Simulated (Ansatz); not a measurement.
ClH4NSi···HF···H2O

Input

```
crystal:
  periodic: [false, false, false]
  atoms:
    - { symbol: Si, position_ang: [-0.7331, -0.4557, 0.5279] }
    - { symbol: Cl, position_ang: [1.4748, -1.6112, 0.443] }
    - { symbol: H, position_ang: [-0.9088, -1.2497, -0.6761] }
    - { symbol: H, position_ang: [-0.2098, -0.047, 1.8176] }
    - { symbol: "N", position_ang: [-2.3811, -0.0719, 0.788] }
    - { symbol: H, position_ang: [1.2435, 1.0656, -0.7427] }
    - { symbol: F, position_ang: [0.0784, 1.09, -0.4459] }
    - { symbol: H, position_ang: [2.3292, -0.3055, -0.3519] }
    - { symbol: O, position_ang: [2.4472, 0.7664, -1.0224] }
    - { symbol: H, position_ang: [-3.0889, -0.1984, 0.0848] }
    - { symbol: H, position_ang: [-2.6963, 0.5508, 1.5113] }
    - { symbol: H, position_ang: [2.445, 0.4665, -1.9336] }
basis:
  gaussian: { orbitals: def2-SVP }
hamiltonian:
  xc: hf
relax:
  f_tol: 0.15
  max_steps: 25
  restrain:
    - { distance: [0, 6], at: 2.98, k: 30.0 }
    - { distance: [5, 8], at: 2.27, k: 30.0 }
    - { distance: [7, 1], at: 2.63, k: 30.0 }
    - { distance: [0, 1], at: 2.13, k: 30.0 }
    - { distance: [5, 6], at: 0.88, k: 30.0 }
    - { distance: [7, 8], at: 0.97, k: 30.0 }
output:
  orbitals: {}
```

Command:

```sh
ansatz run input.yaml --threads 2 --pin off --max-ram 3072MiB --backend cpu --events-out ev --progress --plain --runs-dir out
```

The fields are those of the run's last geometry, not of the input's.

Not at a stationary point (largest force 0.8 eV/Å).

All numbers below come from RHF/def2-SVP in Ansatz.

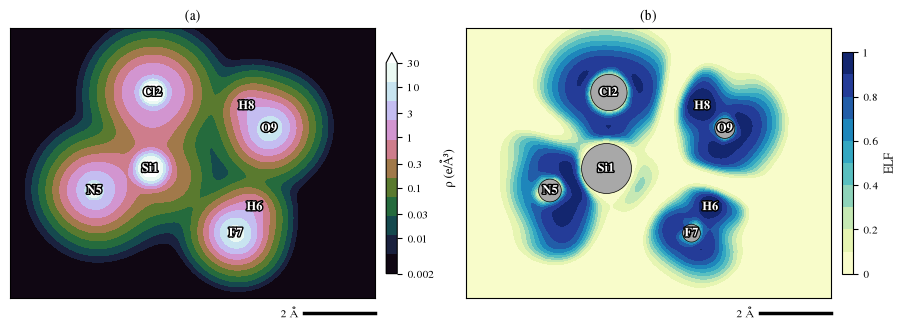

Figure 1. (a) total electron density; (b) electron localisation function on the plane of atoms Cl2, Si1 and N5. Grey discs cover the atomic cores in the ELF map.

**Read the bonding off the picture.**

The section cuts through Si, Cl, N, H, F and O sites. Si1···F7 (2.99 Å): the density falls to about 0.07 e/Å³ on the way; the ELF dips to about 0 between them. Si–N (1.70 Å): the density is about 1.1 e/Å³ at the midpoint; the ELF peaks at about 0.95 between the atoms; a shared but strongly polarised pair. Si–Cl (2.13 Å): ρ is about 0.76 e/Å³ halfway; the ELF peaks at about 0.90 between the atoms; a polar covalent bond. F–H (0.90 Å): ρ is about 5 e/Å³ halfway; the ELF climbs to about 1 towards the hydrogen, as it does in any bond to H: a covalent bond by its length. O–H (0.96 Å): ρ is about 3.8 e/Å³ halfway; the ELF climbs to about 1 towards the hydrogen (a covalent bond by its length). The ELF also peaks beside F7, N5, O9 and Cl2, away from the bonds: lone-pair regions.

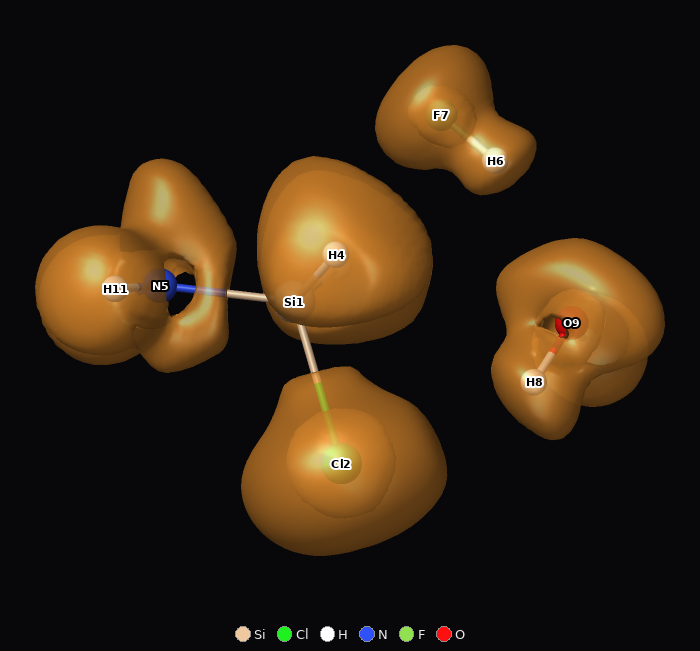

Figure 2. Isosurface of the electron localisation function at 0.75 (orange), seen across its widest extent. Only the valence region is drawn (cores and ρ < 0.01 e/Å³ removed).

**What do the ELF domains correspond to?**

The ELF exceeds this value in two regions around hydrogen nuclei, one region on Cl in which the atom's valence shell and bonds are merged, one joined region spread over several atoms (F, H), in which their bonds and any lone pairs are merged, one joined region spread over several atoms (H, N), in which their bonds and any lone pairs are merged and one joined region spread over several atoms (H, O), in which their bonds and any lone pairs are merged.

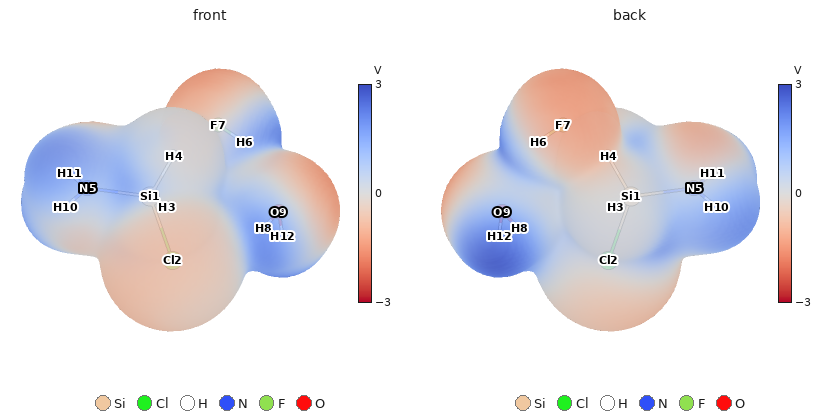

Figure 3. The electrostatic potential painted on the density surface at 0.002 e/bohr³, seen from the front and from behind; the colour scale runs from red (negative) to blue (positive).

**Where is the surface potential most negative and most positive?**

The most negative region (about −1.4 V) lies over F7 and O9, the most positive (about +2.6 V) over H12.

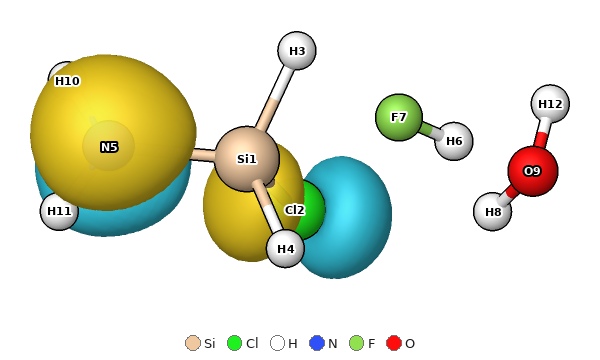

Figure 4. The HOMO at ±0.15 Å⁻³ᐟ² (yellow and cyan are the two phases), seen from one side.

**Describe this orbital and give its energy.**

Its weight (Hirshfeld) is mainly on N5 (about 60 %) and Cl2 (about 20 %). Its energy is −11.35 eV.
